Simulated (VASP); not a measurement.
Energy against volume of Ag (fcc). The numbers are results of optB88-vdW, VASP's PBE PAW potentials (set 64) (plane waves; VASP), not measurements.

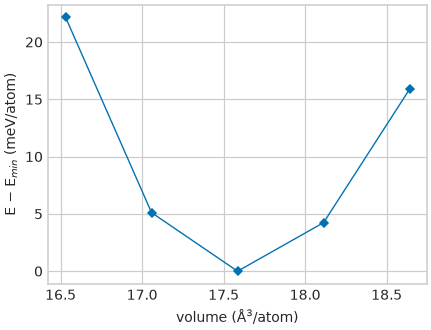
Figure: Energy against volume

Task: Estimate the equilibrium volume and the bulk modulus.

Result: The minimum lies near 17.6 Å³/atom, and the curvature gives B0 of about 95 GPa.

Measured: bulk modulus 110 GPa at 0 K (computed value off by -14.0 %), as given by H. Levämäki et al., Physical Review B (2014), arXiv:1402.3671 [corrected for temperature and zero-point phonon effects]; a 4.062 Å at 0 K (computed value off by +1.6 %), as given by Daniel Mejia-Rodriguez et al., Physical Review B (2018), arXiv:1807.09216 [static lattice: zero-point anharmonic expansion removed].

The compound is Ag in the fcc structure. It was relaxed first.
